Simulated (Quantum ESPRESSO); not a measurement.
# Ti(0001): a series in the number of layers, part 3 of 8

Wanted: a table for Ti(0001) against the number of layers, and what can be fitted to it.

Quantum ESPRESSO 7.5; plane-wave DFT, PBE, GBRV ultrasoft pseudopotentials.

So far. Step 2 (Relaxing cell and ions of the reference):  The last row is no step: it is a fresh SCF in the final cell with a new plane-wave basis, +0 meV from the row before.

### 4. Relaxing the ions, 4 layers

What the set-up leaves free in this member is relaxed.

System of this step: Ti(0001), 4 layers. The cell holds 4 atoms: 4 Ti. Cell: a = 2.939 Å, b = 2.939 Å, c = 22.837 Å, α = 90.0°, β = 90.0°, γ = 60.0°. It derives from Ti. Vacuum lies along c.

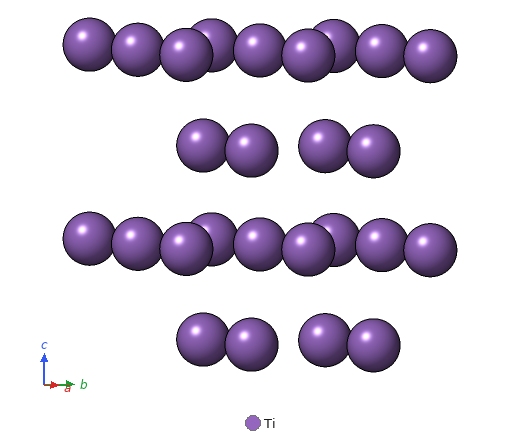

The cell of this step (titanium purple). 2×2×1 cells are drawn. Some periodic images of atoms are drawn too.

m0.relax.in reads:

```
&control
  prefix = 'm0.relax'
  outdir = './out'
  pseudo_dir = './pseudo'
  nstep = 40
  forc_conv_thr = 0.001
  calculation = 'relax'
/
&system
  ibrav = 0
  nat = 4
  ntyp = 1
  ecutwfc = 40
  ecutrho = 200
  occupations = 'smearing'
  smearing = 'mv'
  degauss = 0.02
/
&electrons
  conv_thr = 1e-08
  mixing_beta = 0.4
  electron_maxstep = 120
  mixing_mode = 'local-TF'
/
&ions
/
ATOMIC_SPECIES
  Ti  47.8670  ti_pbe_v1.4.uspp.F.UPF
CELL_PARAMETERS angstrom
  2.93894489200000 0.00000000000000 0.00000000000000
  1.46947244600000 2.54520093679451 0.00000000000000
  0.00000000000000 0.00000000000000 22.83727134028083
ATOMIC_POSITIONS crystal
  Ti  0.666666666700 0.666666666700 0.347419756893
  Ti  0.000000000000 0.000000000000 0.449139918964
  Ti  0.666666666700 0.666666666700 0.550860081036
  Ti  0.000000000000 0.000000000000 0.652580243107
K_POINTS automatic
  12 12 1 0 0 0
```

Launch:

```sh
$ OMP_NUM_THREADS=1 mpirun -n 4 pw.x -nk 4 -in m0.relax.in > m0.relax.out
```

What it wrote:

```text
[banner, memory and clock lines left out]
Program PWSCF v.7.5 starts

          URL

     Message from routine setup:
     using ibrav=0 with symmetry is DISCOURAGED, use correct ibrav instead

     G-vector sticks info

     bravais-lattice index     =            0
     lattice parameter (alat)  =       5.5538  a.u.
     unit-cell volume          =    1152.8010 (a.u.)^3
     number of atoms/cell      =            4
     number of atomic types    =            1
     number of electrons       =        48.00
     number of Kohn-Sham states=           29
     kinetic-energy cutoff     =      40.0000  Ry
     charge density cutoff     =     200.0000  Ry
     scf convergence threshold =      1.0E-08
     mixing beta               =       0.4000
     number of iterations used =            8  local-TF  mixing
     energy convergence thresh.=      1.0E-04
     force convergence thresh. =      1.0E-03
     Exchange-correlation=  SLA  PW   PBX  PBC
                           (   1   4   3   4   0   0   0)
     nstep                     =           40

     celldm(1)=   5.553801  celldm(2)=   0.000000  celldm(3)=   0.000000
     celldm(4)=   0.000000  celldm(5)=   0.000000  celldm(6)=   0.000000

     crystal axes: (cart. coord. in units of alat)
               a(1) = (   1.000000   0.000000   0.000000 )
               a(2) = (   0.500000   0.866025   0.000000 )
               a(3) = (   0.000000   0.000000   7.770568 )

     reciprocal axes: (cart. coord. in units 2 pi/alat)
               b(1) = (  1.000000 -0.577350  0.000000 )
               b(2) = (  0.000000  1.154701  0.000000 )
               b(3) = (  0.000000  0.000000  0.128691 )

     PseudoPot. # 1 for Ti read from file:
     ./pseudo/ti_pbe_v1.4.uspp.F.UPF
     Pseudo is Ultrasoft + core correction, Zval = 12.0
     Generated by new atomic code, or converted to UPF format
     Using radial grid of  851 points,  6 beta functions with:
                l(1) =   0
                l(2) =   0
                l(3) =   1
                l(4) =   1
                l(5) =   2
                l(6) =   2
     Q(r) pseudized with  6 coefficients,  rinner =    1.000   1.000   1.000
                                                       1.000   1.000

     atomic species   valence    mass     pseudopotential
     Ti               12.00    47.86700     Ti( 1.00)

     12 Sym. Ops., with inversion, found ( 6 have fractional translation)

   Cartesian axes

     site n.     atom                  positions (alat units)
         1        Ti     tau(   1) = (   1.0000000   0.5773503   2.6996489  )
         2        Ti     tau(   2) = (   0.0000000   0.0000000   3.4900723  )
         3        Ti     tau(   3) = (   1.0000000   0.5773503   4.2804958  )
         4        Ti     tau(   4) = (   0.0000000   0.0000000   5.0709192  )

     number of k points=    19  Marzari-Vanderbilt smearing, width (Ry)=  0.0200
                       cart. coord. in units 2pi/alat
        k(    1) = (   0.0000000   0.0000000   0.0000000), wk =   0.0138889
        k(    2) = (   0.0000000   0.0962250   0.0000000), wk =   0.0833333
        k(    3) = (   0.0000000   0.1924501   0.0000000), wk =   0.0833333
        k(    4) = (   0.0000000   0.2886751   0.0000000), wk =   0.0833333
        k(    5) = (   0.0000000   0.3849002   0.0000000), wk =   0.0833333
        k(    6) = (   0.0000000   0.4811252   0.0000000), wk =   0.0833333
        k(    7) = (   0.0000000  -0.5773503   0.0000000), wk =   0.0416667
        k(    8) = (   0.0833333   0.1443376   0.0000000), wk =   0.0833333
        k(    9) = (   0.0833333   0.2405626   0.0000000), wk =   0.1666667
        k(   10) = (   0.0833333   0.3367877   0.0000000), wk =   0.1666667
        k(   11) = (   0.0833333   0.4330127   0.0000000), wk =   0.1666667
        k(   12) = (   0.0833333  -0.6254628   0.0000000), wk =   0.1666667
        k(   13) = (   0.1666667   0.2886751   0.0000000), wk =   0.0833333
        k(   14) = (   0.1666667   0.3849002   0.0000000), wk =   0.1666667
        k(   15) = (   0.1666667  -0.6735753   0.0000000), wk =   0.1666667
        k(   16) = (   0.1666667  -0.5773503   0.0000000), wk =   0.0833333
        k(   17) = (   0.2500000  -0.7216878   0.0000000), wk =   0.0833333
        k(   18) = (   0.2500000  -0.6254628   0.0000000), wk =   0.1666667
        k(   19) = (   0.3333333  -0.5773503   0.0000000), wk =   0.0277778

     Dense  grid:    55203 G-vectors     FFT dimensions: (  27,  27, 200)

     Smooth grid:    39437 G-vectors     FFT dimensions: (  24,  24, 180)

     Check: negative core charge=   -0.000004

     Initial potential from superposition of free atoms

     starting charge      43.9998, renormalised to      48.0000

     negative rho (up, down):  1.119E-02 0.000E+00
     Starting wfcs are   40 randomized atomic wfcs

     per-process dynamical memory:    47.5 Mb

     Self-consistent Calculation

     iteration #  1     ecut=    40.00 Ry     beta= 0.40
     Davidson diagonalization with overlap
     ethr =  1.00E-02,  avg # of iterations =  5.6

     negative rho (up, down):  1.479E-02 0.000E+00

     total energy              =    -477.10969197 Ry
     estimated scf accuracy    <       2.72176252 Ry

     iteration #  2     ecut=    40.00 Ry     beta= 0.40
     Davidson diagonalization with overlap
     ethr =  5.67E-03,  avg # of iterations =  1.6

     negative rho (up, down):  2.740E-02 0.000E+00

     total energy              =    -476.53262608 Ry
     estimated scf accuracy    <       1.15163870 Ry

     iteration #  3     ecut=    40.00 Ry     beta= 0.40
     Davidson diagonalization with overlap
     ethr =  2.40E-03,  avg # of iterations =  3.2

     negative rho (up, down):  2.116E-02 0.000E+00

     total energy              =    -476.83317917 Ry
     estimated scf accuracy    <       0.12197885 Ry

     iteration #  4     ecut=    40.00 Ry     beta= 0.40
     Davidson diagonalization with overlap
     ethr =  2.54E-04,  avg # of iterations =  4.4

     negative rho (up, down):  2.292E-02 0.000E+00

     total energy              =    -476.85183956 Ry
     estimated scf accuracy    <       0.09236248 Ry

     iteration #  5     ecut=    40.00 Ry     beta= 0.40
     Davidson diagonalization with overlap
     ethr =  1.92E-04,  avg # of iterations =  2.6

     negative rho (up, down):  2.116E-02 0.000E+00

     total energy              =    -476.86008512 Ry
     estimated scf accuracy    <       0.00263953 Ry

     iteration #  6     ecut=    40.00 Ry     beta= 0.40
     Davidson diagonalization with overlap
     c_bands:  2 eigenvalues not converged
[...]
negative rho (up, down):  7.511E-03 0.000E+00

     total energy              =    -476.86865919 Ry
     estimated scf accuracy    <       0.00000029 Ry

     iteration # 11     ecut=    40.00 Ry     beta= 0.40
     Davidson diagonalization with overlap
     ethr =  5.97E-10,  avg # of iterations =  3.3

     negative rho (up, down):  7.540E-03 0.000E+00

     total energy              =    -476.86865917 Ry
     estimated scf accuracy    <       0.00000229 Ry

     iteration # 12     ecut=    40.00 Ry     beta= 0.40
     Davidson diagonalization with overlap
     ethr =  5.97E-10,  avg # of iterations =  1.2

     negative rho (up, down):  7.544E-03 0.000E+00

     total energy              =    -476.86865918 Ry
     estimated scf accuracy    <       0.00000044 Ry

     iteration # 13     ecut=    40.00 Ry     beta= 0.40
     Davidson diagonalization with overlap
     ethr =  5.97E-10,  avg # of iterations =  1.0

     negative rho (up, down):  7.547E-03 0.000E+00

     total energy              =    -476.86865918 Ry
     estimated scf accuracy    <       0.00000008 Ry

     iteration # 14     ecut=    40.00 Ry     beta= 0.40
     Davidson diagonalization with overlap
     ethr =  1.63E-10,  avg # of iterations =  4.5

     negative rho (up, down):  7.548E-03 0.000E+00

     total energy              =    -476.86865918 Ry
     estimated scf accuracy    <          3.1E-09 Ry

     iteration # 15     ecut=    40.00 Ry     beta= 0.40
     Davidson diagonalization with overlap
     ethr =  6.38E-12,  avg # of iterations =  5.2

     negative rho (up, down):  7.548E-03 0.000E+00

     total energy              =    -476.86865918 Ry
     estimated scf accuracy    <       0.00000001 Ry

     iteration # 16     ecut=    40.00 Ry     beta= 0.40
     Davidson diagonalization with overlap
     ethr =  6.38E-12,  avg # of iterations =  1.3

     negative rho (up, down):  7.548E-03 0.000E+00

     total energy              =    -476.86865918 Ry
     estimated scf accuracy    <          2.7E-09 Ry

     iteration # 17     ecut=    40.00 Ry     beta= 0.40
     Davidson diagonalization with overlap
     ethr =  5.63E-12,  avg # of iterations =  2.6

     negative rho (up, down):  7.548E-03 0.000E+00

     End of self-consistent calculation

          k = 0.0000 0.0000 0.0000 (  4983 PWs)   bands (ev):

   -53.9175 -53.9134 -53.7446 -53.7068 -30.4519 -30.3722 -29.9620 -29.8808
   -29.8808 -29.8786 -29.8786 -29.7870 -29.7303 -29.7303 -29.7026 -29.7026
    -2.8083  -1.8744  -0.6408   0.1260   2.6056   2.9320   3.3540   3.5841
     3.5841   3.6515   3.6515   3.7323   3.8152

          k = 0.0000 0.0962 0.0000 (  4981 PWs)   bands (ev):

   -53.9116 -53.9077 -53.7404 -53.7036 -30.4402 -30.3663 -29.9871 -29.9219
   -29.8896 -29.8890 -29.8870 -29.7841 -29.7557 -29.7371 -29.7292 -29.7076
    -2.6176  -1.6898  -0.4671   0.2913   2.5360   2.8912   3.1672   3.4410
     3.6049   3.6570   3.6873   3.7492   3.7702

          k = 0.0000 0.1925 0.0000 (  4978 PWs)   bands (ev):

   -53.8952 -53.8922 -53.7288 -53.6949 -30.4084 -30.3520 -30.0632 -30.0190
   -29.9188 -29.9134 -29.9098 -29.8333 -29.7932 -29.7788 -29.7552 -29.7218
    -2.0734  -1.1731   0.0057   0.7305   2.3086   2.6620   2.7743   3.1354
     3.2734   3.5227   3.6915   3.9174   3.9234

          k = 0.0000 0.2887 0.0000 (  4950 PWs)   bands (ev):

   -53.8727 -53.8708 -53.7127 -53.6835 -30.3675 -30.3398 -30.1716 -30.1407
   -29.9823 -29.9457 -29.9406 -29.9181 -29.8450 -29.7961 -29.7796 -29.7418
    -1.2674  -0.4568   0.5773   1.2099   2.0048   2.3513   2.3816   2.8366
     2.9575   3.4664   3.6477   3.8785   3.9537

          k = 0.0000 0.3849 0.0000 (  4912 PWs)   bands (ev):

   -53.8500 -53.8490 -53.6960 -53.6729 -30.3508 -30.3380 -30.2766 -30.2538
   -30.0493 -29.9870 -29.9775 -29.9710 -29.8715 -29.8223 -29.8038 -29.7622
    -0.3857   0.1845   0.8244   1.3055   1.7670   2.0609   2.2086   2.9388
     3.0592   3.5052   3.7410   3.7996   3.9156

          k = 0.0000 0.4811 0.0000 (  4902 PWs)   bands (ev):

   -53.8332 -53.8328 -53.6829 -53.6663 -30.3880 -30.3615 -30.3463 -30.3054
   -30.0698 -30.0212 -30.0005 -29.9931 -29.8882 -29.8493 -29.8214 -29.7775
     0.2636   0.5267   0.7467   1.1039   1.5840   1.8757   2.2391   3.1048
     3.3517   3.6689   3.9255   3.9855   4.0998

          k = 0.0000-0.5774 0.0000 (  4920 PWs)   bands (ev):

   -53.8271 -53.8269 -53.6777 -53.6643 -30.4120 -30.3844 -30.3667 -30.3158
   -30.0636 -30.0321 -30.0089 -30.0011 -29.8951 -29.8616 -29.8279 -29.7831
     0.4461   0.6217   0.7886   0.9166   1.5138   1.8149   2.2937   3.0978
     3.5036   3.6205   4.0761   4.0797   4.1971

          k = 0.0833 0.1443 0.0000 (  4967 PWs)   bands (ev):

   -53.9004 -53.8972 -53.7325 -53.6976 -30.4184 -30.3561 -30.0367 -29.9867
   -29.9200 -29.9067 -29.8962 -29.8088 -29.7760 -29.7750 -29.7480 -29.7208
    -2.2494  -1.3377  -0.1406   0.5980   2.3894   2.7370   2.8885   3.2182
     3.3728   3.5339   3.6864   3.8897   3.9363

          k = 0.0833 0.2406 0.0000 (  4961 PWs)   bands (ev):

   -53.8810 -53.8787 -53.7186 -53.6875 -30.3815 -30.3423 -30.1245 -30.0891
   -29.9776 -29.9452 -29.9178 -29.8759 -29.8279 -29.7882 -29.7732 -29.7432
    -1.5677  -0.7086   0.4129   1.0991   2.1295   2.4371   2.5084   2.8836
     2.9664   3.4325   3.6216   3.9038   4.1009

          k = 0.0833 0.3368 0.0000 (  4929 PWs)   bands (ev):

   -53.8583 -53.8570 -53.7022 -53.6766 -30.3467 -30.3370 -30.2269 -30.2015
   -30.0443 -29.9896 -29.9568 -29.9420 -29.8622 -29.8122 -29.7985 -29.7672
    -0.7006   0.0047   0.8740   1.4425   1.8973   2.1872   2.2213   2.6972
     2.8089   3.3682   3.5985   3.8470   3.9725

          k = 0.0833 0.4330 0.0000 (  4917 PWs)   bands (ev):

   -53.8386 -53.8380 -53.6872 -53.6682 -30.3606 -30.3405 -30.3099 -30.2842
   -30.0789 -30.0205 -30.0014 -29.9858 -29.8805 -29.8420 -29.8198 -29.7872
     0.1080   0.4969   0.9000   1.3328   1.7079   1.9964   2.1823   2.9625
     3.0752   3.4816   3.7206   3.8187   3.9204

          k = 0.0833-0.6255 0.0000 (  4889 PWs)   bands (ev):

   -53.8271 -53.8269 -53.6777 -53.6643 -30.3954 -30.3691 -30.3536 -30.3070
   -30.0687 -30.0398 -30.0286 -30.0079 -29.8874 -29.8668 -29.8327 -29.7986
     0.5157   0.7228   0.8399   1.1037   1.5774   1.8869   2.2849   3.0690
     3.3318   3.5503   3.7612   4.0100   4.1880

          k = 0.1667 0.2887 0.0000 (  4921 PWs)   bands (ev):

   -53.8614 -53.8600 -53.7044 -53.6780 -30.3480 -30.3349 -30.1976 -30.1710
   -30.0572 -30.0057 -29.9391 -29.9172 -29.8648 -29.8022 -29.8008 -29.7813
    -0.8073  -0.0512   0.9333   1.5781   1.9804   2.1872   2.2151   2.5904
     2.6105   3.2933   3.4956   3.8508   4.1464

          k = 0.1667 0.3849 0.0000 (  4923 PWs)   bands (ev):

   -53.8417 -53.8410 -53.6896 -53.6693 -30.3396 -30.3282 -30.2655 -30.2458
   -30.1117 -30.0558 -29.9769 -29.9620 -29.8969 -29.8343 -29.8190 -29.8139
     0.0477   0.5611   1.1556   1.7154   1.9164   2.0599   2.1629   2.5167
     2.6217   3.2308   3.4385   3.8069   3.9060

          k = 0.1667-0.6736 0.0000 (  4900 PWs)   bands (ev):

   -53.8271 -53.8269 -53.6777 -53.6642 -30.3581 -30.3383 -30.3156 -30.2851
   -30.1195 -30.0852 -30.0174 -29.9987 -29.9098 -29.8679 -29.8359 -29.8304
     0.6889   0.9168   1.0764   1.4951   1.7523   2.0551   2.2049   2.8572
     3.0006   3.2816   3.4590   3.6987   3.7412

          k = 0.1667-0.5774 0.0000 (  4882 PWs)   bands (ev):

   -53.8218 -53.8217 -53.6728 -53.6629 -30.3705 -30.3482 -30.3347 -30.2929
   -30.1082 -30.1008 -30.0356 -30.0125 -29.9059 -29.8881 -29.8420 -29.8365
     0.8429   0.9840   1.1903   1.3227   1.6738   2.0264   2.3180   2.9606
     3.0898   3.3588   3.4129   3.7152   3.8207

          k = 0.2500-0.7217 0.0000 (  4902 PWs)   bands (ev):

   -53.8272 -53.8269 -53.6778 -53.6641 -30.3384 -30.3230 -30.2822 -30.2667
   -30.1599 -30.1214 -29.9979 -29.9769 -29.9468 -29.8756 -29.8398 -29.8367
     0.8078   1.0095   1.2553   1.7864   1.8911   2.0503   2.2740   2.6103
     2.6634   3.1889   3.2205   3.5603   3.7012

          k = 0.2500-0.6255 0.0000 (  4908 PWs)   b
[key lines of the parts left out:]
the Fermi energy is     2.9810 ev
convergence has been achieved in  16 iterations
```

The job ended after 10 min (4 MPI ranks of Arm Neoverse N1, shared host; peak memory 0.5 GiB).

Step by step:

```
step  energy less that of the first step (eV)  largest force (eV/Å)
   1                                   0.0000                0.6952
   2                                  -0.0290                0.5984
   3                                  -0.0569                0.4793
   4                                  -0.0888                0.2882
   5                                  -0.1061                0.1049
   6                                  -0.1067                0.0688
   7                                  -0.1073                0.0765
   8                                  -0.1081                0.0759
   9                                  -0.1090                0.0674
  10                                  -0.1100                0.0491
  11                                  -0.1107                0.0162
```

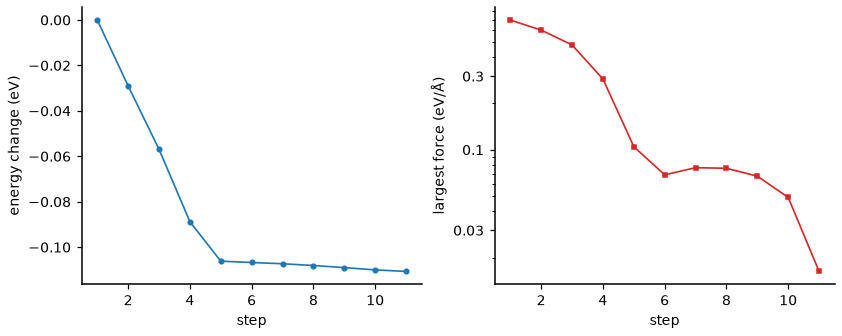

Energy and largest force along the relaxation.

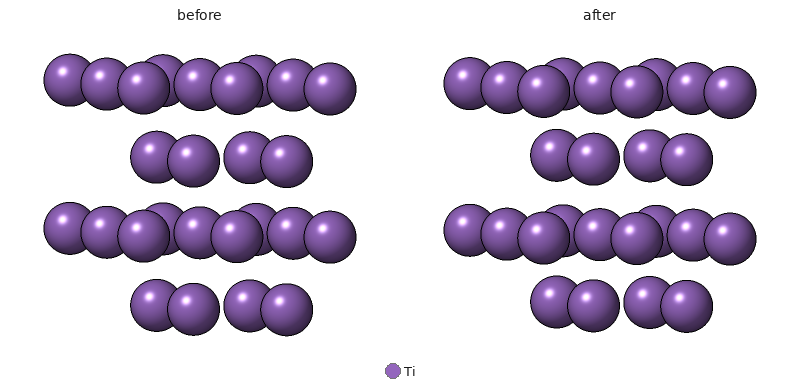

The structure before and after the relaxation, drawn at the same scale.

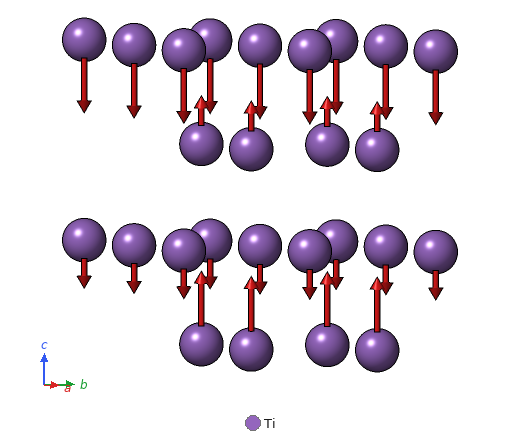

Displacements in the relaxation, exaggerated; the longest in the cell stands for 0.11 Å. 2×2×1 cells are drawn. Some periodic images of atoms are drawn too.

The atoms that moved most (Å):

```
atom     dx     dy      dz  length
 Ti4  0.000  0.000  -0.108   0.108
 Ti1  0.000  0.000   0.108   0.108
 Ti3  0.000  0.000   0.060   0.060
 Ti2  0.000  0.000  -0.060   0.060
```

The relaxation lowers the energy by 28 meV an atom.

This step gave:

| Item | Value |
| --- | --- |
| free energy | -6488.1312 eV |
| Fermi energy | 2.974 eV |

[end of part 3 of 8]

[Logs are printed without paths, hosts, clocks, repeated set-up lines and the standing remarks that a program may print on its own settings, such as how far it seeks lower states.]

[Hosts, paths, dates, database ids (printed as entryN), source tags and the programs' standing remarks are cut or masked in the printed files.]

[Maps of the electrostatic potential energy from Ansatz leave out the sawtooth potential of an applied field or a dipole correction, so their vacuum need not be flat; planar profiles and work functions include it.]
